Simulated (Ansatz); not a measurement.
## Electronic structure of AlBH6 in real space

The calculation's input:

```
crystal:
  periodic: [false, false, false]
  atoms:
    - {symbol: Al, position_ang: [-0.886619, -0.522829, -0.485129]}
    - {symbol: H, position_ang: [0.076709, 0.943299, -0.508629]}
    - {symbol: B, position_ang: [0.799247, 0.471615, 0.437651]}
    - {symbol: H, position_ang: [0.368735, -0.698845, 0.728151]}
    - {symbol: H, position_ang: [-0.581308, -1.417153, -1.744694]}
    - {symbol: H, position_ang: [-2.291401, -0.272045, 0.180199]}
    - {symbol: H, position_ang: [0.613345, 1.160705, 1.396297]}
    - {symbol: H, position_ang: [1.901283, 0.335254, -0.003855]}
basis:
  gaussian: {orbitals: def2-TZVP, initial_orbitals: start.molden}
hamiltonian: {xc: pbe0, dispersion: d4}
output: {orbitals: {seedname: orbitals}}
```

Command:

```sh
ansatz run in.yaml --threads 4 --pin off --events-out ev --progress --plain --max-ram 3916MiB
```

Geometry: PBE0-D4/def2-TZVP.

Method: RKS PBE0-D4/def2-TZVP (Ansatz).

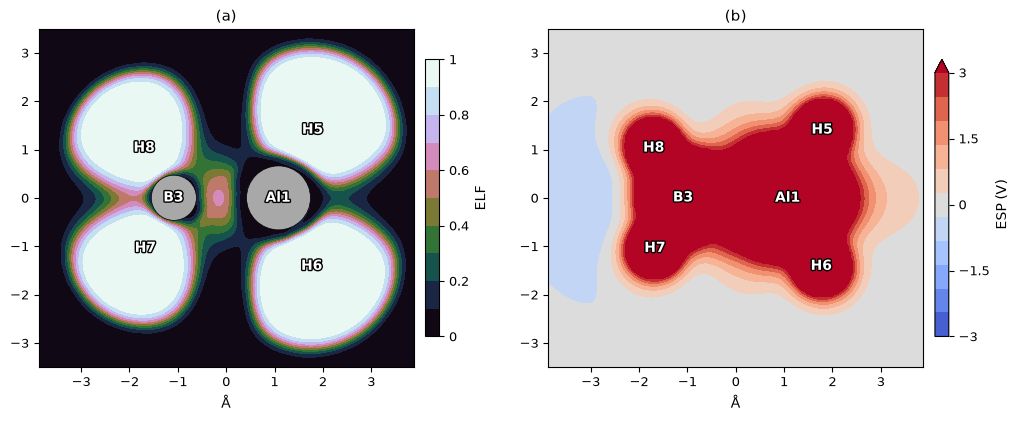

Figure 1. (a) electron localisation function; (b) molecular electrostatic potential on the plane of atoms Al1, B3 and H8. Grey discs cover the atomic cores in the ELF map.

Q: Read the bonding off the picture.

A: The section cuts through Al, B and H sites.
Al–B (2.16 Å): the ELF peaks at about 0.60 in the valence shell of B, 0.9 Å from its nucleus, and is about 0.55 at the midpoint.
B–H (1.19 Å): the ELF climbs to about 1 towards the hydrogen, as it does in any bond to H (a covalent bond by its length).
Al–H (1.57 Å): the ELF climbs to about 1 towards the hydrogen.
Outside the dense part of the molecule the potential is most negative (−0.6 V) near H8.

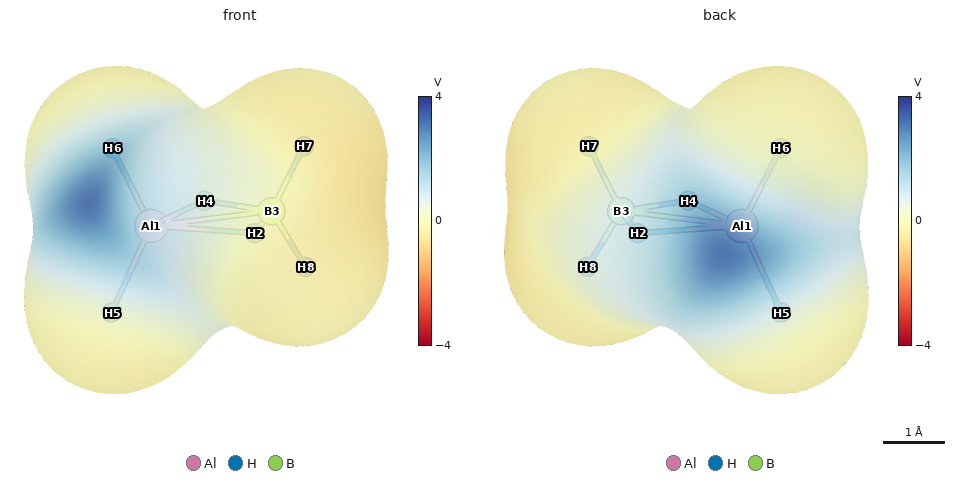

Figure 2. The electrostatic potential painted on the density surface at 0.002 e/bohr³, seen from the front and from behind; the colour scale runs from red (negative) to blue (positive).

Q: Which sites attract a positive test charge, and which a negative one?

A: A positive charge is drawn to the negative regions and a negative charge to the positive ones. The most negative region (about −0.6 V) lies over H7, the most positive (about +3.2 V) over Al1.

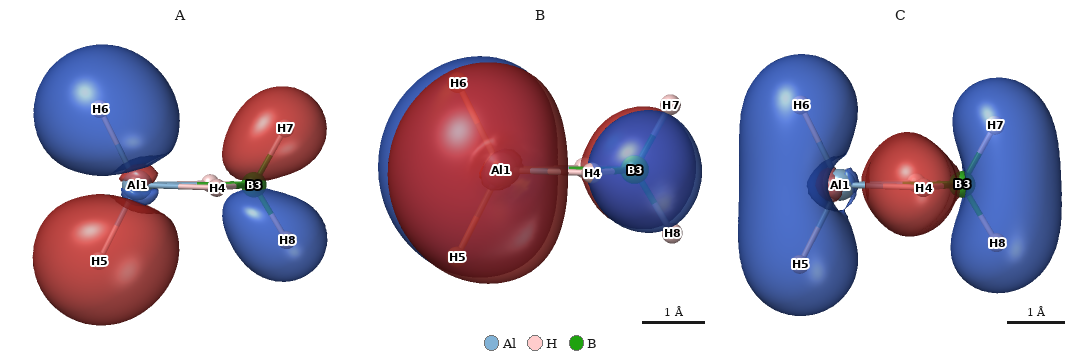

Figure 3. Three frontier orbitals at ±0.08 Å⁻³ᐟ² (red and blue are the two phases), in no order.

Q: Order the three orbitals by energy and name them.

A: C is the HOMO−1 (−9.65 eV). Its weight (Hirshfeld) is mainly on B3 (about 25 %), Al1 (about 20 %), H5 (about 10 %), H8 (about 10 %), H6 (about 10 %) and H7 (about 10 %). A is the HOMO (−8.82 eV). By Hirshfeld shares it lies mainly on Al1 (about 30 %), H6 (about 25 %), H5 (about 25 %) and B3 (about 10 %). B is the LUMO (−1.31 eV). Its weight (Hirshfeld) is mainly on Al1 (about 65 %) and B3 (about 10 %).

Q: What is the HOMO–LUMO gap?

A: 7.51 eV between the orbital energies.
